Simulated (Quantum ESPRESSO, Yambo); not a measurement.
# MoS2 (P6_3/mmc): Bethe-Salpeter spectra with Yambo, part 2 of 3

Wanted: excitons and ε₂ of MoS2 (P6_3/mmc), with cost.

Quantum ESPRESSO 7.5 and Yambo 5.3.0; PBE and many-body steps on it, plane waves. Known limits of the many-body steps: not at the basis limit; no spin-orbit coupling in some runs; coarse k mesh; bindings not settled in the k mesh.

So far. Step 4 (Screening and self-energy, 3×3×1 mesh, 112 bands …): The gap on the mesh goes from 1.05 eV to 1.74 eV, a correction of +0.69 eV. Step 5 (Empty states on the mesh, 3×3×1 mesh, 102 bands): On this mesh the gap is 1.045 eV.

The database entry behind the starting cell differs from later determinations by our own check (about 0.3 % long), so it need not match the best structure at ambient conditions.

## Step 7: Excitons

Optical absorption needs the electron-hole interaction, solved here in a basis of vertical transitions on the mesh.

This step: Bethe-Salpeter equation on PBE with a scissors shift with spin-orbit coupling, plane waves, norm-conserving pseudopotentials.

bse3.in

```
optics
bss
bse
em1s
dipoles
rim_cut
RandQpts= 1000000
RandGvec= 1 RL
Chimod= "HARTREE"
BSKmod= "SEX"
BSEmod= "resonant"
BSSmod= "d"
BSENGexx= 20 Ry
BSENGBlk= 4 Ry
% BSEQptR
 1 | 1 |
%
% BSEBands
 47 | 60 |
%
% BEnRange
 0 | 4 | eV
%
% BDmRange
 0.1 | 0.1 | eV
%
BEnSteps= 81
% BLongDir
 1 | 0 | 0 |
%
% BndsRnXs
 17 | 102 |
%
NGsBlkXs= 4 Ry
% LongDrXs
 1 | 1 | 1 |
%
% KfnQP_E
 0.65 | 1.0 | 1.0 |
%
WRbsWF
FFTGvecs= 32 Ry
```

Run with:

```sh
> OMP_NUM_THREADS=4 mpirun -n 2 yambo -F bse3.in -J bse3 -C bse3 > bse3.log
```

The log of the run:

```text
 Yambo, version 5.3.0

 [02] CORE Variables Setup
 =========================

  [... cell, symmetries and grids as in the set-up ...]

  [02.05] Energies & Occupations
  ==============================

  [X] === General ===
  [X] Electronic Temperature                        :  0.000000  0.000000 [eV K]
  [X] Bosonic    Temperature                        :  0.000000  0.000000 [eV K]
  [X] Finite Temperature mode                       : no
  [X] El. density                                   :  0.48515E+24 [cm-3]
  [X] Fermi Level                                   :  11.00054 [eV]

  [X] === Gaps and Widths ===
  [X] Conduction Band Min                           :  1.044859 [eV]
  [X] Valence Band Max                              :  0.000000 [eV]
  [X] Filled Bands                                  :   52
  [X] Empty Bands                                   :   53  102
  [X] Direct Gap                                    :  1.621715 [eV]
  [X] Direct Gap localized at k                     :  3
  [X] Indirect Gap                                  :  1.044859 [eV]
  [X] Indirect Gap between kpts                     :  1  3
  [X] Last valence band width                       :  1.539127 [eV]
  [X] 1st conduction band width                     :  1.008490 [eV]

 [03] Transferred momenta grid and indexing
 ==========================================

 [BZ sampling] Q-grid is User defined and/or read from the database

 IBZ Q-points                                      :  3
 BZ  Q-points                                      :   9

 K/Q-points units:
 rlu = crystal or reduced units; cc = cartesian coordinates; iku = interal k-units

 Q [1]          [rlu]:  0.000000  0.000000  0.000000
 Q [2]          [rlu]: -0.79644E-17  0.33333       0.0000
 Q [3]          [rlu]:  0.333333  0.333333  0.000000

  [03.01] X + BSE indexes
  =======================

   [03.01.01] Sigma indexes
   ========================

 [04] Coloumb potential Random Integration (RIM)
 ===============================================

  [04.01] RIM initialization
  ==========================

  * Diagonal components only detected *

  8 x (sBL volume)        :  0.304834 [a.u.]
  sBZ random points       :  1000000
  Points outside the sBZ  :   7993074
  RL volume               :  0.342938 [a.u.]
  Integrated volume       :  0.343236 [a.u.]

  [04.02] RIM integrals
  =====================

  Gamma point sphere radius             :  0.122078 [a.u.]
  Points outside the sphere             :   799724
  [Int_sBZ(q=0) 1/q^2]*(Vol_sBZ)^(-1/3) =:  7.615907
                                 should be <:  7.795600

  Summary of Coulomb integrals for non-metallic bands |Q|[au] RIM/Bare

  Q [1] 0.100000E-4 0.976949 * Q [2] 0.403838 1.108297
  Q [3] 0.699467 1.036392

 [05] External/Internal QP corrections
 =====================================

 [QP_apply] Action to be applied: USER defined scissor

  [05.01]  QP corrections report
  ==============================

  [K+QP] === General ===
  [K+QP] Electronic Temperature                     :  0.000000  0.000000 [eV K]
  [K+QP] Bosonic    Temperature                     :  0.000000  0.000000 [eV K]
  [K+QP] Finite Temperature mode                    : no
  [K+QP] El. density                                :  0.48515E+24 [cm-3]
  [K+QP] Fermi Level                                :  0.000000 [eV]

  [K+QP] === Gaps and Widths ===
  [K+QP] Conduction Band Min                        :  1.694859 [eV]
  [K+QP] Valence Band Max                           :  0.000000 [eV]
  [K+QP] Filled Bands                               :   52
  [K+QP] Empty Bands                                :   53  102
  [K+QP] Direct Gap                                 :  2.271715 [eV]
  [K+QP] Direct Gap localized at k                  :  3
  [K+QP] Indirect Gap                               :  1.694859 [eV]
  [K+QP] Indirect Gap between kpts                  :  1  3
  [K+QP] Last valence band width                    :  1.539127 [eV]
[...]
io_BSS_diago :      0.0082s P1 ( 2 calls,   4.089 msec avg) [MAX]      0.0001s P2 ( 2 calls,   0.056 msec avg) [min]
      MATRIX transfer (X_G_finite_q_X_redux_1_1) :      0.0002s P1 ( 3 calls,   0.050 msec avg) [MAX]      0.0001s P2 ( 3 calls,   0.040 msec avg) [min]
                                       X (REDUX) :      0.0026s P2 ( 3 calls,   0.872 msec avg) [MAX]      0.0001s P1 ( 3 calls,   0.040 msec avg) [min]
                          BSE components folding :      0.0002s P2 [MAX]      0.0002s P1 [min]
                                    scatter_Gamp :      0.0003s P2 ( 3 calls,   0.091 msec avg) [MAX]      0.0002s P1 ( 3 calls,   0.066 msec avg) [min]
                              BSE matrix filling :      0.0003s P1 [MAX]      0.0002s P2 [min]
                                      Xo (REDUX) :      0.0660s P1 ( 3 calls,  21.986 msec avg) [MAX]      0.0003s P2 ( 3 calls,   0.102 msec avg) [min]
                                    PP_uspp_init :      0.0007s P1 (11 calls,   0.060 msec avg) [MAX]      0.0006s P2 (11 calls,   0.053 msec avg) [min]
                              BSE matrix (REDUX) :      0.0010s P2 [MAX]      0.0009s P1 [min]
                                   X (procedure) :      0.0038s P1 ( 3 calls,   1.279 msec avg) [MAX]      0.0013s P2 ( 3 calls,   0.437 msec avg) [min]
                                  eval_G_minus_G :      0.0021s P1 [MAX]      0.0019s P2 [min]
                               SERIAL_lin_system :      0.0020s P1 ( 3 calls,   0.654 msec avg)
                                        io_QINDX :      0.0126s P1 ( 5 calls,   2.527 msec avg) [MAX]      0.0054s P2 ( 3 calls,   1.789 msec avg) [min]
                                     BSE dipoles :      0.0065s P1 [MAX]      0.0065s P2 [min]
                                      T_space IP :      0.0066s P1 [MAX]      0.0065s P2 [min]
                                            io_X :      0.0258s P1 (15 calls,   1.721 msec avg) [MAX]      0.0083s P2 (15 calls,   0.555 msec avg) [min]
                                 bz_samp_indexes :      0.0087s P2 [MAX]      0.0086s P1 [min]
                                           io_BS :      0.0109s P1 (17 calls,   0.644 msec avg) [MAX]      0.0086s P2 (16 calls,   0.536 msec avg) [min]
                                     io_KB_pwscf :      0.0124s P1 ( 5 calls,   2.471 msec avg) [MAX]      0.0097s P2 ( 5 calls,   1.935 msec avg) [min]
                                         io_GROT :      0.0143s P1 ( 2 calls,   7.157 msec avg) [MAX]      0.0127s P2 ( 2 calls,   6.339 msec avg) [min]
                                      io_DIPOLES :      0.0233s P1 (14 calls,   1.668 msec avg) [MAX]      0.0135s P2 (11 calls,   1.224 msec avg) [min]
                                       FFT_setup :      0.0192s P2 (11 calls,   1.747 msec avg) [MAX]      0.0190s P1 (11 calls,   1.731 msec avg) [min]
                                     K_WF_phases :      0.0505s P2 [MAX]      0.0350s P1 [min]
                                     io_fragment :      0.0376s P2 (28 calls,   1.343 msec avg) [MAX]      0.0366s P1 (34 calls,   1.077 msec avg) [min]
                                           io_WF :      0.0648s P2 (38 calls,   1.705 msec avg) [MAX]      0.0608s P1 (38 calls,   1.601 msec avg) [min]
                                T_space EXX Osc. :      0.0842s P2 ( 6 calls,  14.027 msec avg) [MAX]      0.0733s P1 ( 6 calls,  12.218 msec avg) [min]
                                     WF_load_FFT :      0.1180s P2 (11 calls,  10.732 msec avg) [MAX]      0.0966s P1 (11 calls,   8.783 msec avg) [min]
                               T_space CORR Osc. :      0.1110s P1 (11 calls,  10.089 msec avg) [MAX]      0.1039s P2 (10 calls,  10.387 msec avg) [min]
                            X T_space Kernel sum :      0.1823s P1 (22 calls,   8.288 msec avg) [MAX]      0.1166s P2 (20 calls,   5.831 msec avg) [min]
                SERIAL_HERMITIAN_diagonalization :      0.2579s P2 [MAX]      0.2480s P1 [min]
                                  LINEAR ALGEBRA :      0.2579s P2 [MAX]      0.2500s P1 ( 4 calls,  62.501 msec avg) [min]
                                    Diago Solver :      0.2768s P1 [MAX]      0.2677s P2 [min]
                                X T_space Kernel :      0.4362s P1 [MAX]      0.3881s P2 [min]
                                             RIM :      0.5087s P1 [MAX]      0.5082s P2 [min]
                                  Xo (procedure) :      0.5800s P2 ( 3 calls, 193.322 msec avg) [MAX]      0.5202s P1 ( 3 calls, 173.390 msec avg) [min]
                                  DIPOLE_g_space :      2.3626s P1 [MAX]      2.2075s P2 [min]
                                         Dipoles :      3.3808s P1 [MAX]      3.3808s P2 [min]

 [11] Game Over & Game summary
```

Run time: 6.1 s. Hardware: 2 MPI ranks of Arm Neoverse V2, shared host; peak memory 0.64 GiB; 22 s of CPU time.

This step gave:

```yaml
transitions_in_the_window: 432
direct_gap_of_the_transition_levels: 2.272 eV
lowest_state: 1.679 eV
first_strong_exciton_over_a_fiftieth_of_the_strongest_listed: 1.716 eV
binding_of_the_lowest_state_below_the_direct_gap: 0.5924 eV
coulomb_term_of_one_mesh_cell: 0.2867 eV
```

The lowest state lies at 1.679 eV, 0.592 eV under the direct gap.

Lines within 3 meV are set at the lowest of them, and the highest group, which the list may cut short, is left out; lines within 3 meV are set at the lowest of them, and the highest group, which the list may cut short, is left out. Exciton lines, with heights relative to the strongest:

```csv
position (eV),lines merged,"strength, relative"
1.679,4,0.0
1.716,2,69
1.722,2,27
1.818,4,0.0
1.911,2,100
```

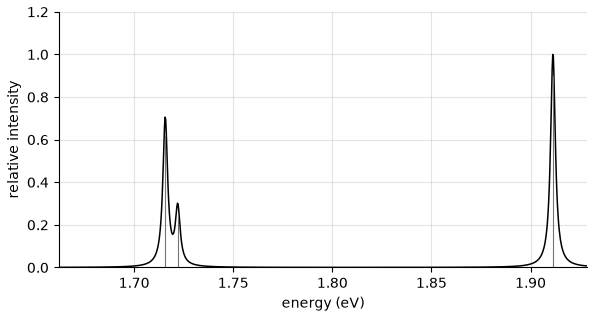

The exciton spectrum, broadened with Lorentzians of width 0.0029 eV; bars mark the lines.

The ε₂ has structure finer than the step of the table below, so its rows give means over 0.25 eV, whole bins alone (the curve runs from 0 to 4 eV). Peaks (eV: height): BSE 1.900: 55.4, 3.350: 30.6; no electron-hole interaction 2.300: 44.5, 3.850: 36.3.

Field along x; broadening 0.1 eV; transition window only. Limits: finite bands, cutoff and mesh; coarse k mesh. Table of ε₂ by photon energy; means over each step:

```csv
photon energy (eV),BSE,no electron-hole interaction
0.25,0.319,0.208
0.50,0.432,0.262
0.75,0.626,0.342
1.00,1.01,0.467
1.25,1.97,0.684
1.50,6.25,1.12
1.75,27.6,2.25
2.00,33.7,7.43
2.25,6.70,34.1
2.50,3.76,30.5
2.75,2.48,7.89
3.00,4.42,2.96
3.25,20.1,2.55
3.50,26.0,5.20
3.75,13.0,22.6
```

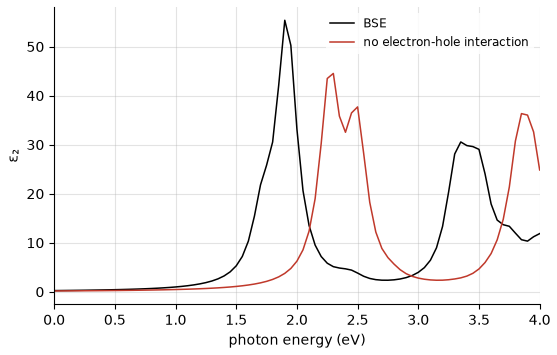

ε₂, plotted against photon energy.

## Step 8: Empty states on the mesh, 6×6×2 mesh, 102 bands

This step: Quantum ESPRESSO 7.5; DFT, PBE with spin-orbit coupling, plane waves, norm-conserving pseudopotentials.

pw.in

```
&control
  calculation = 'nscf'
  prefix = 'x'
  outdir = 'o'
  pseudo_dir = 'pseudo'
/
&system
  ibrav = 0
  nat = 6
  ntyp = 2
  ecutwfc = 72.0
  nbnd = 102
  force_symmorphic = .true.
  noncolin = .true.
  lspinorb = .true.
/
&electrons
  conv_thr = 1e-9
  electron_maxstep = 80
  diago_full_acc = .true.
  diago_thr_init = 5e-6
/
ATOMIC_SPECIES
  Mo 95.95 Mo.upf
  S 32.06 S.upf
CELL_PARAMETERS angstrom
  3.1690000000 -0.0000000000 0.0000000000
  -1.5845000000 2.7444345046 0.0000000000
  0.0000000000 0.0000000000 12.3240000000
ATOMIC_POSITIONS crystal
  Mo 0.3333333333 0.6666666667 0.2500000000
  Mo 0.6666666667 0.3333333333 0.7500000000
  S 0.3333333333 0.6666666667 0.6230000000
  S 0.6666666667 0.3333333333 0.1230000000
  S 0.3333333333 0.6666666667 0.8770000000
  S 0.6666666667 0.3333333333 0.3770000000
K_POINTS automatic
  6 6 2 0 0 0
```

Run with:

```sh
> OMP_NUM_THREADS=1 mpirun -n 8 pw.x -nk 4 -in pw.in > pw.out
```

The log of the run:

```text
[banner, memory and clock lines left out]
Program PWSCF v.7.5 starts

     Atomic positions and unit cell read from directory:
     o/x.save/

     Message from routine setup:
     using ibrav=0 with symmetry is DISCOURAGED, use correct ibrav instead

     bravais-lattice index     =            0
     lattice parameter (alat)  =       5.9885  a.u.
     unit-cell volume          =     723.3082 (a.u.)^3
     number of atoms/cell      =            6
     number of atomic types    =            2
     number of electrons       =        52.00
[...]
k = 0.0000 0.0000-0.1286 (  7394 PWs)   bands (ev):

[...]
23.2520  23.2520  23.2521  23.2521  26.1981  26.1991

          k = 0.0000 0.1925 0.0000 (  7442 PWs)   bands (ev):

[...]
20.7011  20.7011  21.0194  21.0194  21.5920  21.5920  22.0146  22.0146
    22.0905  22.0905  22.2174  22.2174  22.4945  22.4945  22.7920  22.7920
    23.5238  23.5239  23.7981  23.7981  24.5158  24.5158

          k = 0.0000 0.1925-0.1286 (  7432 PWs)   bands (ev):

     [... further k-points ...]

     highest occupied, lowest unoccupied level (ev):    11.0005   11.8837

     XML data file, pseudopotentials, collected wavefunctions
```

The job ended after 36 s (8 MPI ranks; peak memory 1.1 GiB).

Numbers from this step:

```yaml
gap: 0.8831 eV
k_of_the_valence_top: 0, 0, 0
k_of_the_conduction_bottom: 0.1667, 0.1667, 0
least_direct_gap: 1.622 eV
k_points_computed: 14
lowest_point_of_the_top_converged_band_above_the_valence_top: 12.88 eV
```

On this mesh the gap is 0.883 eV.

## Step 9: Conversion and set-up

This step: Yambo 5.3.0; conversion and set-up on PBE with spin-orbit coupling, plane waves, norm-conserving pseudopotentials.

Run with:

```sh
> (cd o/x.save; p2y > p2y.log; mv SAVE ../..); yambo > setup.log
```

The log of the run:

```text
 Yambo, version 5.3.0

 [02] CORE Variables Setup
 =========================

  [02.01] Unit cells
  ==================

  Cell kind             :  HCP
  Atoms in the cell     :  Mo  S
  number of Mo atoms    :  2
  number of S  atoms    :   4

  List of atomic masses
  Mass of Mo    :  95.95000
  Mass of S     :  32.06000

  List of atomic coordinates    : [cc]
  Mo1       : -0.29943E-09   3.4575       5.8222      order 1
  Mo2       :   2.99427   1.72874  17.46674  order 2
  S1       : -0.29943E-09   3.4575       14.509      order 3
[...]
Q [ 1]         [rlu]:  0.000000  0.000000  0.000000
 Q [ 2]         [rlu]:  0.000000  0.000000 -0.500000
 Q [ 3]         [rlu]: -0.39822E-17  0.16667       0.0000
[...]
Q [ 8]         [rlu]:  0.11947E-16 -0.50000     -0.50000
 Q [ 9]         [rlu]:  0.166667  0.166667  0.000000
 Q [10]         [rlu]:  0.166667  0.166667 -0.500000
 Q [11]         [rlu]:  0.166667  0.333333  0.000000
 Q [12]         [rlu]:  0.166667  0.333333 -0.500000
 Q [13]         [rlu]:  0.333333  0.333333  0.000000
 Q [14]         [rlu]:  0.333333  0.333333 -0.500000

  [03.01] X indexes
  =================

   [03.01.01] Sigma indexes
   ========================

 [06] Game Over & Game summary
```

Run time: 3.5 s. Hardware: 1 MPI rank; peak memory 0.25 GiB.

## Step 10: k mesh (6×6×2)

This step: Bethe-Salpeter equation on PBE with a scissors shift with spin-orbit coupling, plane waves, norm-conserving pseudopotentials.

bse5.in, as its differences from bse3.in of step 7:

```diff
@@ -18,3 +18,3 @@
 % BSEBands
- 47 | 60 |
+ 49 | 60 |
 %
```

Run with:

```sh
> OMP_NUM_THREADS=4 mpirun -n 2 yambo -F bse5.in -J bse5 -C bse5 > bse5.log
```

The log of the run:

```text
 Yambo, version 5.3.0

 [02] CORE Variables Setup
 =========================

  [... cell, symmetries and grids as in the set-up ...]

  [02.05] Energies & Occupations
  ==============================

  [X] === General ===
  [X] Electronic Temperature                        :  0.000000  0.000000 [eV K]
  [X] Bosonic    Temperature                        :  0.000000  0.000000 [eV K]
  [X] Finite Temperature mode                       : no
  [X] El. density                                   :  0.48515E+24 [cm-3]
  [X] Fermi Level                                   :  11.00054 [eV]

  [X] === Gaps and Widths ===
  [X] Conduction Band Min                           :  0.883132 [eV]
  [X] Valence Band Max                              :  0.000000 [eV]
  [X] Filled Bands                                  :   52
  [X] Empty Bands                                   :   53  102
  [X] Direct Gap                                    :  1.621715 [eV]
  [X] Direct Gap localized at k                     :  13
  [X] Indirect Gap                                  :  0.883132 [eV]
  [X] Indirect Gap between kpts                     :   1   9
  [X] Last valence band width                       :  1.612401 [eV]
  [X] 1st conduction band width                     :  1.177398 [eV]

 [03] Transferred momenta grid and indexing
 ==========================================

 [BZ sampling] Q-grid is User defined and/or read from the database

 IBZ Q-points                                      :  14
 BZ  Q-points                                      :   72

 K/Q-points units:
 rlu = crystal or reduced units; cc = cartesian coordinates; iku = interal k-units

 Q [ 1]         [rlu]:  0.000000  0.000000  0.000000
 Q [ 2]         [rlu]:  0.000000  0.000000 -0.500000
[...]
Global Gauge                                     : length
  X matrix size                                    :   93
  X band range                                     :   17  102
  X e/h energy range                               : -1.000000 -1.000000 [eV]
  X Time ordering                                  : T
  X Hxc Kernel                                     : HARTREE
  X Drude frequency                                :  0.000000  0.000000
  X poles                                          :  100.0000 [o/o]
  RL vectors in the sum                            :  2275
  [r,Vnl] included                                 : yes
  Field direction                                  :  0.577350E-5  0.577350E-5  0.577350E-5
  BZ energy Double Grid                            : no
  BZ energy DbGd points                            : 0
  BZ Q point size factor                           : -1.000000
  X Optical Averaged directions                    : none

 [08] Bethe Salpeter Equation driver
 ===================================

  [08.01] Bethe Salpeter Equation @q1
  ===================================

   [08.01.01] Transition pre-analysis @q1
   ======================================

   [08.01.02] Transition Groups build-up @q1
   =========================================

   [BSK] Transition groups (total):  28
   [BSK] Size (resonant):  2304
   [BSK]         (total):  2304
   [BSK] N. of matrices :  1

   [08.01.03] Loading Dipoles @q1
   ==============================

   [08.01.04] Independent Particles properties @q1
   ===============================================

   ==========================================================

   [BSE] Exchange components :  1107
   [BSE] Correlation components :    93   809

    [08.01.05.01] Screened interaction header I/O
    =============================================

    [08.01.05.02] Main kernel loop
    ==============================

    [08.01.05.03] Wave-Function Phases
    ==================================

    [BSE] WF phases found       :  44.64286 [o/o]

   [08.01.06] BSE solver(s) @q1
   ============================

   [08.01.07] Diago Solver @q1
   ===========================

 [11] Game Over & Game summary
```

It took 75 s on 2 MPI ranks; peak memory 0.94 GiB; 6.2 min of CPU time.

This step gave:

```yaml
transitions_in_the_window: 2304
direct_gap_of_the_transition_levels: 2.272 eV
lowest_state: 1.969 eV
first_strong_exciton_over_a_fiftieth_of_the_strongest_listed: 1.984 eV
binding_of_the_lowest_state_below_the_direct_gap: 0.3030 eV
coulomb_term_of_one_mesh_cell: 0.1677 eV
```

The binding is 1.8 times the screened Coulomb term of one mesh cell (0.17 eV), so it is not shown settled.

The lowest state lies at 1.969 eV, 0.303 eV under the direct gap.

The window of bands is narrower than in the first exciton run, so this row is not like for like with it.

[end of part 2 of 3]

[Paths, hosts, dates, memory and timing lines, banners, echoed tables and standing remarks are left out of the program output.]

[Logs are printed without paths, hosts, clocks, repeated set-up lines and the standing remarks that a program may print on its own settings, such as how far it seeks lower states.]

[Runs of the session that timed out or met a known fault of the program may be left out.]

[Hosts, paths, dates, database ids (printed as entryN), source tags and the programs' standing remarks are cut or masked in the printed files.]
